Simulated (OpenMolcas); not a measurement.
**V²⁺ complex: multiconfigurational calculation (part 2 of 2)**

Continued. System: V²⁺ with 6 ligands (H2O and F; tetragonal octahedron, 2.15 Å), with no charges around it. Method: state-averaged CASSCF, active space 3 electrons in the shell 3d, basis ANO-RCC-VTZP on the metal and ANO-RCC-VDZP on the ligands, DKH2 scalar Hamiltonian, spin-orbit coupling by RASSI with atomic mean-field integrals (OpenMolcas).

**Output (extracts), continued**
```
--- RASSI ---
SPIN-FREE ENERGIES:
  (Shifted by EMIN (a.u.) =      -1451.9304995956)

 SF State       Relative EMIN(au)   Rel lowest level(eV)    D:o, cm**(-1)

     1             0.0000000000        0.0000000000              0.0000
     2             0.0404445381        1.1005519475           8876.5501
     3             0.0447400498        1.2174387757           9819.3059
     4             0.0455217341        1.2387094891           9990.8658
     5             0.0703352482        1.9139196042          15436.8027
    11             0.0707929646        1.9263747034          15537.2598
    12             0.0733197744        1.9951327017          16091.8305
     6             0.0737979866        2.0081455178          16196.7859
    13             0.0741992280        2.0190638518          16284.8482
    14             0.0762627948        2.0752163654          16737.7488
     7             0.0771426422        2.0991582321          16930.8530
    15             0.0784750562        2.1354150649          17223.2840
    16             0.1026612560        2.7935550906          22531.5413
    17             0.1070002002        2.9116237764          23483.8295
    18             0.1073188971        2.9202959598          23553.7754
    19             0.1080425506        2.9399875757          23712.5990
    20             0.1112784061        3.0280396890          24422.7872
    21             0.1155544323        3.1443962884          25361.2664
    22             0.1228766846        3.3436449247          26968.3151
     8             0.1257595531        3.4220917743          27601.0316
    23             0.1264753460        3.4415694897          27758.1299
    24             0.1270590825        3.4574537701          27886.2453
     9             0.1279635134        3.4820645898          28084.7449
    25             0.1282737058        3.4905053528          28152.8243
    26             0.1333412598        3.6284005218          29265.0238
    10             0.1346259413        3.6633584883          29546.9788
    27             0.1376143369        3.7446768743          30202.8559
    28             0.1409274003        3.8348299228          30929.9892
    29             0.1446675756        3.9366052763          31750.8628
    30             0.1589917680        4.3263864080          34894.6597
    31             0.1607054756        4.3730187679          35270.7750
    32             0.1654650760        4.5025340936          36315.3866
    33             0.1664688894        4.5298492464          36535.6981
    34             0.1766256119        4.8062277475          38764.8411
    35             0.1817083541        4.9445362072          39880.3740
    36             0.1818112698        4.9473366866          39902.9614
    37             0.1860689053        5.0631928518          40837.4044
    38             0.1943763774        5.2892506828          42660.6838
    39             0.1963885226        5.3440039428          43102.2986
    40             0.2009702035        5.4686778301          44107.8613
Eigenvalues of complex Hamiltonian:
   -----------------------------------
  (Shifted by EMIN (a.u.) =      -1451.9304995956)

 SO State       Relative EMIN(au)   Rel lowest level(eV)    D:o, cm**(-1)

     1            -0.0000378510        0.0000000000              0.0000
     2            -0.0000378510        0.0000000000              0.0000
     3            -0.0000365017        0.0000367152              0.2961
     4            -0.0000365017        0.0000367152              0.2961
     5             0.0403738111        1.0996573443           8869.3346
     6             0.0403738111        1.0996573443           8869.3346
     7             0.0404269030        1.1011020499           8880.9870
     8             0.0404269030        1.1011020499           8880.9870
     9             0.0445554606        1.2134458241           9787.1006
    10             0.0445554606        1.2134458241           9787.1006
    11             0.0447079881        1.2175963098           9820.5765
    12             0.0447079881        1.2175963098           9820.5765
    13             0.0455299269        1.2399624036          10000.9712
    14             0.0455299269        1.2399624036          10000.9712
    15             0.0456175700        1.2423472938          10020.2067
    16             0.0456175700        1.2423472938          10020.2067
    17             0.0699245180        1.9037730451          15354.9651
    18             0.0699245180        1.9037730451          15354.9651
    19             0.0701595147        1.9101676313          15406.5410
    20             0.0701595147        1.9101676313          15406.5410
    21             0.0710761274        1.9351099333          15607.7142
    22             0.0710761274        1.9351099333          15607.7142
    23             0.0732119786        1.9932294040          16076.4793
    24             0.0732119786        1.9932294040          16076.4793
    25             0.0735623075        2.0027623401          16153.3677
    26             0.0735623075        2.0027623401          16153.3677
    27             0.0738336743        2.0101466053          16212.9258
    28             0.0738336743        2.0101466053          16212.9258
    29             0.0745084815        2.0285090446          16361.0288
    30             0.0745084815        2.0285090446          16361.0288
    31             0.0762846556        2.0768412060          16750.8540
    32             0.0762846556        2.0768412060          16750.8540
    33             0.0771558547        2.1005477407          16942.0601
    34             0.0771558547        2.1005477407          16942.0601
    35             0.0771814356        2.1012438320          16947.6744
    36             0.0771814356        2.1012438320          16947.6744
    37             0.0786172633        2.1403146949          17262.8022
    38             0.0786172633        2.1403146949          17262.8022
    39             0.1026718186        2.7948724905          22542.1669
    40             0.1026718186        2.7948724905          22542.1669
    41             0.1070325085        2.9135329057          23499.2277
Weights of the five most important spin-orbit-free states for each spin-orbit state.

 SO State  Total energy (au)           Spin-free states, spin, and weights
 -------------------------------------------------------------------------------------------------------
    1        -0.000038       1 1.5  0.9993    2 1.5  0.0004    4 1.5  0.0001    3 1.5  0.0001   18 0.5  0.0000
    2        -0.000038       1 1.5  0.9993    2 1.5  0.0004    4 1.5  0.0001    3 1.5  0.0001   18 0.5  0.0000
    3        -0.000037       1 1.5  0.9994    3 1.5  0.0002    4 1.5  0.0002   16 0.5  0.0000    2 1.5  0.0000
    4        -0.000037       1 1.5  0.9994    3 1.5  0.0002    4 1.5  0.0002   16 0.5  0.0000    2 1.5  0.0000
    5         0.040374       2 1.5  0.9947    4 1.5  0.0034    7 1.5  0.0005    3 1.5  0.0004   14 0.5  0.0004
    6         0.040374       2 1.5  0.9947    4 1.5  0.0034    7 1.5  0.0005    3 1.5  0.0004   14 0.5  0.0004
    7         0.040427       2 1.5  0.9979    4 1.5  0.0006    3 1.5  0.0005    1 1.5  0.0003    6 1.5  0.0002
    8         0.040427       2 1.5  0.9979    4 1.5  0.0006    3 1.5  0.0005    1 1.5  0.0003    6 1.5  0.0002
    9         0.044555       3 1.5  0.8751    4 1.5  0.1234    7 1.5  0.0006   14 0.5  0.0002   13 0.5  0.0002
   10         0.044555       3 1.5  0.8751    4 1.5  0.1234    7 1.5  0.0006   14 0.5  0.0002   13 0.5  0.0002
   11         0.044708       3 1.5  0.9777    4 1.5  0.0206    2 1.5  0.0007    5 1.5  0.0003    1 1.5  0.0003
   12         0.044708       3 1.5  0.9777    4 1.5  0.0206    2 1.5  0.0007    5 1.5  0.0003    1 1.5  0.0003
```

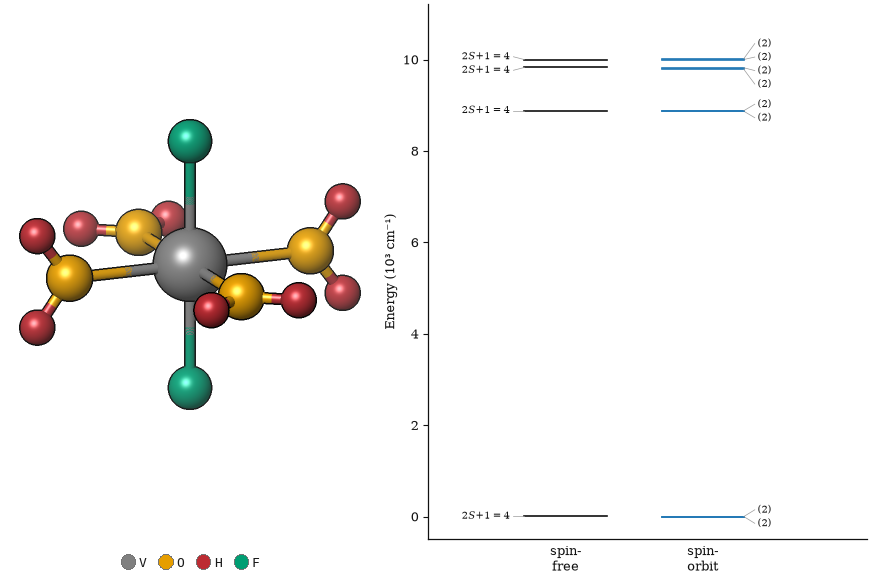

**Figure 1.** V²⁺ (3d³) with 6 ligands, H₂O with axial F⁻, at 2.15 Å (arrangement: tetragonal octahedron, Ci), axial distortion 0.977, and its levels. Labels give the representation in O, Td, D4 or D3 as the site allows (double group for half-integer spin) where it could be assigned and, in brackets, the degeneracy; spin-free states, where drawn, share the zero of the spin-orbit levels. The ground level is a Kramers doublet, 100 % from states of spin multiplicity 4. Its principal g values are 0.25, 0.26 and 5.85, easy-axis. The next level lies at 0.30 cm⁻¹. The active orbitals hold 92 to 97 % metal character (Löwdin), and the Mulliken charge of the metal is +1.77.

Outcome of the run: converged.
